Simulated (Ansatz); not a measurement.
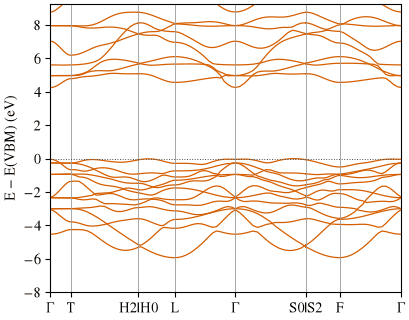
*Band structure from the program Ansatz at the PBEsol level (PAW)*

### Question
Read off the gap and where the band edges lie.

### Answer
About 4.3 eV (4.26 eV by a search for the band edges); maximum on the Γ–S0 line, 83 % of the way from Γ, minimum at Γ.

The material is MgScAlO$_{4}$ in space group R3m (No. 160; Pearson symbol hR7).

The first step of the workflow began from a Materials Project structure, measured or hypothetical; the Crystallography Open Database copy checked does not list it. Whether it is the stable phase at ambient conditions was not checked. The cell was relaxed with PBEsol under the symmetry of its start; its stability against distortions is not shown here. No spin polarisation was allowed.

Potentials: the later of the program's two PAW sets.
